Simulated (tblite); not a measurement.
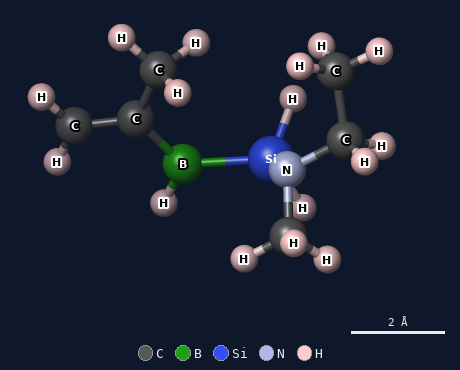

Starting structure of C6H16BNSi. A ball-and-stick model, seen at a tilt.

All numbers below come from tblite 0.8.0, GFN2-xTB geometry optimisation, gas phase.

```xyz
25

C     3.6468    0.4217    0.8781
C     2.4445    0.1217    0.3305
C     1.8697   -1.2608    0.5289
B     1.6456    1.2328   -0.4566
Si   -0.1236    0.8933   -1.1818
N    -1.2436    0.3830    0.1421
C    -1.7519    1.5854    0.8169
C    -2.3443   -0.4306   -0.3716
C    -1.9228   -1.9013   -0.4919
H     4.1994   -0.3122    1.4476
H     4.0662    1.4142    0.7666
H     1.5180   -1.6637   -0.4501
H     0.9877   -1.1983    1.2258
H     2.6051   -1.9705    0.9458
H     2.1015    2.3164   -0.5687
H    -0.6312    2.1182   -1.8208
H    -0.0056   -0.1526   -2.2067
H    -2.3639    1.2834    1.7018
H    -0.9135    2.2047    1.2111
H    -2.3747    2.1972    0.1413
H    -3.2205   -0.4036    0.3274
H    -2.7167   -0.0583   -1.3579
H    -2.7903   -2.5050   -0.7976
H    -1.1271   -2.0263   -1.2444
H    -1.5659   -2.2646    0.4932
```

Predict the outcome.

Over 282 geometry steps the energy falls by 0.521 eV. The largest move after the best rigid fit is that of H18, 2.14 Å. By element the largest moves are H 2.14 Å, C 1.25 Å, Si 0.54 Å, N 0.48 Å, B 0.24 Å. Near-neighbour distances that change, for instance: Si5–N6 1.808 → 1.730 Å, C3–H13 1.126 → 1.089 Å, N6–C7 1.470 → 1.440 Å, C2–B4 1.579 → 1.551 Å. Bond angles that change, for instance: Si5–N6–C7 108.6° → 123.0°, Si5–N6–C8 111.5° → 120.1°, B4–Si5–H16 109.3° → 117.5°. Groups turn about C2–B4 by about 25°.

The structure at the end:

```xyz
25

C     3.2631    1.0506    1.2261
C     2.4775    0.3998    0.3592
C     2.3303   -1.0934    0.4813
B     1.6471    1.1792   -0.6929
Si   -0.0009    0.4598   -1.4740
N    -1.2789    0.5300   -0.3097
C    -1.0437    0.6001    1.1095
C    -2.6028    0.0830   -0.6622
C    -2.8216   -1.4185   -0.4754
H     3.7770    0.5504    2.0350
H     3.3982    2.1185    1.1746
H     2.6135   -1.5704   -0.4558
H     1.2917   -1.3536    0.6780
H     2.9527   -1.4948    1.2794
H     2.0527    2.2320   -1.0154
H    -0.5745    1.1752   -2.6351
H     0.1843   -0.9188   -2.0191
H    -1.0368   -0.3859    1.5912
H    -0.0823    1.0755    1.2974
H    -1.8273    1.1985    1.5865
H    -3.3369    0.6343   -0.0602
H    -2.7653    0.3357   -1.7115
H    -3.8167   -1.6949   -0.8138
H    -2.0861   -1.9699   -1.0548
H    -2.7251   -1.6982    0.5710
```

After the run, drawn alike:

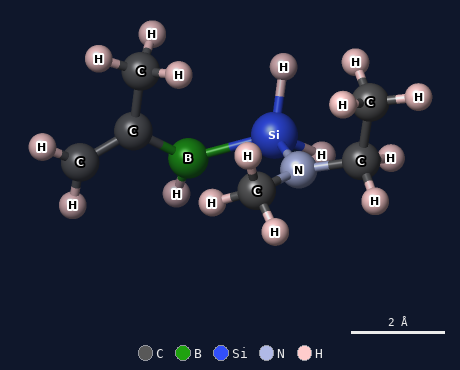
